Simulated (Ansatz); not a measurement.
# SiH2 (SMILES [SiH2]): BLYP/aug-cc-pVTZ

What is the electronic atomisation energy of SiH2 at BLYP/aug-cc-pVTZ? 

Program for the calculation: Ansatz 0.2.0.

32 further runs of the same task are left out: 32 set aside as unsound or not needed.

### 1 The structure to begin with

The species is SiH2 (3 atoms), meant as a singlet with charge 0. SMILES: `[SiH2]`. Geometry: relaxed at PBE0-D4/def2-TZVP.

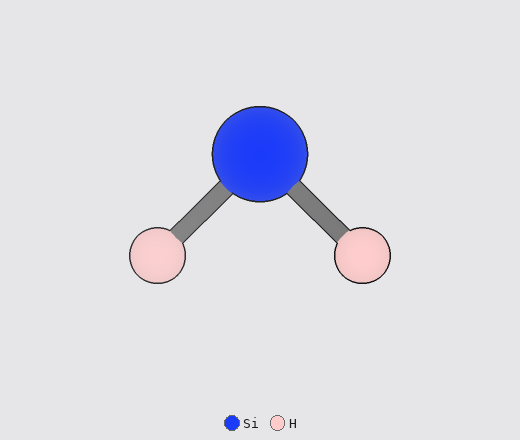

Viewed from a chosen angle; silicon blue, hydrogen pink.

### 2 A single-point energy at BLYP/aug-cc-pVTZ

Input file input.yaml:

```yaml
crystal:
  periodic: [false, false, false]
  atoms:
    - {symbol: Si, position_ang: [-0.491200, 0.468600, -0.213600]}
    - {symbol: H, position_ang: [0.840300, 0.578600, 0.522500]}
    - {symbol: H, position_ang: [-0.349100, -1.047200, -0.308900]}
basis:
  gaussian: {orbitals: aug-cc-pVTZ}
hamiltonian: {xc: {name: BLYP}}
accuracy: high
output: {orbitals: {seedname: orbitals}}
```

Started as:

```console
$ ansatz run input.yaml --threads 1 --pin off --max-ram 3480MiB --events-out events.jsonl --progress --plain --runs-dir runs
```

Standard output:

```text
Warning: RAYON_NUM_THREADS=1 ignored (pool sized by the plan → 1); use --threads N
Functional definition: BLYP
  name "BLYP"
  parameter beta = 0.0042
  parameter a = 0.04918
  parameter b = 0.132
  parameter c = 0.2533
  parameter d = 0.349
  exchange = b88_x(beta = beta)
  correlation = lyp_c(a = a, b = b, c = c, d = d)
1418 factors; integrals over basis functions are off by at most 3.9e-9 eV
mean field evaluation 1: about -7907.0608 eV, gradient 1.6e1 eV
mean field evaluation 2: about -7907.5426 eV, gradient 1.1e1 eV
mean field evaluation 4: about -7908.1114 eV, gradient 5.5e-1 eV
mean field evaluation 8: about -7908.1123 eV, gradient 5.5e-3 eV
mean field evaluation 16: about -7908.1123 eV, gradient 3.3e-7 eV
mean field -7908.11233926 eV, -290.6177681566 hartree, gradient 2.9e-8 eV, S^2 0.000000; 0 other end points of the search recorded, 0 dependent functions left out
reference -7908.11238527 eV, -290.6177698475 hartree; 8, 8 occupied and 88, 88 virtual orbitals, 1418 factors
Total energy: -7908.11238527 eV, -290.6177698475 hartree
```

Wall time 3.6 s (1 thread of Arm Neoverse V1, shared host); peak memory 0.17 GiB.

### 3 The H atom, same level

Input file in.yaml:

```yaml
crystal:
  periodic: [false, false, false]
  atoms:
    - {symbol: H, position_ang: [0.000000, 0.000000, 0.000000]}
basis:
  gaussian: {orbitals: aug-cc-pVTZ}
magnetization: {spin_polarized: true, initial_magnetization: 1}
hamiltonian: {xc: {name: BLYP}}
accuracy: high
```

Started as:

```console
$ ansatz run in.yaml --threads 1 --pin off --max-ram 3480MiB --events-out events.jsonl --progress --plain --runs-dir runs
```

Standard output, shortened:

```text
Warning: RAYON_NUM_THREADS=1 ignored (pool sized by the plan → 1); use --threads N
[... 9 set-up lines as earlier in the session ...]
183 factors; integrals over basis functions are off by at most 1.9e-9 eV
mean field evaluation 1: about -13.5355 eV, gradient 7.9e-1 eV
mean field evaluation 2: about -13.5435 eV, gradient 1.3e-1 eV
mean field evaluation 4: about -13.5437 eV, gradient 1.7e-3 eV
mean field evaluation 8: about -13.5437 eV, gradient 7.5e-6 eV
mean field -13.54365962 eV, -0.4977203108 hartree, gradient 1.6e-9 eV, S^2 0.750000; 0 other end points of the search recorded, 0 dependent functions left out
reference -13.54370002 eV, -0.4977217957 hartree; 1, 0 occupied and 22, 23 virtual orbitals, 183 factors
Total energy: -13.54370002 eV, -0.4977217957 hartree
```

Run time: 0.24 s. Hardware: 1 thread of Arm Neoverse V1, shared host.

### 4 The Si atom at the same level

Input file input.yaml:

```yaml
crystal:
  periodic: [false, false, false]
  atoms:
    - {symbol: Si, position_ang: [0.000000, 0.000000, 0.000000]}
basis:
  gaussian:
    orbitals: aug-cc-pVTZ
magnetization:
  spin_polarized: true
  initial_magnetization: 2
hamiltonian:
  xc: {name: BLYP}
accuracy: high
```

Started as:

```console
$ ansatz run input.yaml --threads 1 --pin off --max-ram 3480MiB --events-out events.jsonl --progress --plain --runs-dir runs
```

Standard output, shortened:

```text
Warning: RAYON_NUM_THREADS=1 ignored (pool sized by the plan → 1); use --threads N
[... 9 set-up lines as earlier in the session ...]
498 factors; integrals over basis functions are off by at most 3.3e-9 eV
mean field evaluation 1: about -7874.3099 eV, gradient 3.8e0 eV
mean field evaluation 2: about -7874.4202 eV, gradient 2.7e0 eV
mean field evaluation 4: about -7874.4728 eV, gradient 3.7e-1 eV
mean field evaluation 8: about -7874.4729 eV, gradient 2.8e-3 eV
mean field evaluation 16: about -7874.3810 eV, gradient 2.6e0 eV
mean field evaluation 32: about -7874.4729 eV, gradient 1.9e-8 eV
mean field -7874.47286259 eV, -289.3815401908 hartree, gradient 1.9e-8 eV, S^2 2.003047; 1 other end points of the search recorded, 0 dependent functions left out
reference -7874.47289632 eV, -289.3815414304 hartree; 8, 6 occupied and 42, 44 virtual orbitals, 498 factors
Total energy: -7874.47289632 eV, -289.3815414304 hartree
```

Run time: 2.4 s. Hardware: 1 thread of Arm Neoverse V1, shared host; peak memory 0.1 GiB.

### 5 Results

Level: BLYP/aug-cc-pVTZ.

| quantity | value |
| --- | --- |
| molecule: total energy | -290.61777 Eh |
| molecule: HOMO energy | -5.75 eV |
| molecule: LUMO energy | -3.92 eV |
| molecule: HOMO–LUMO gap | 1.84 eV |
| H atom: total energy | -0.49772 Eh |
| H atom: ⟨S²⟩ | 0.750 |
| Si atom: total energy | -289.38154 Eh |
| Si atom: ⟨S²⟩ | 2.003 |
| electronic atomisation energy | 6.552 eV |

**Reading.** Taking the molecule apart into free atoms costs 6.55 eV (632 kJ/mol), before zero-point energy and without spin-orbit coupling.
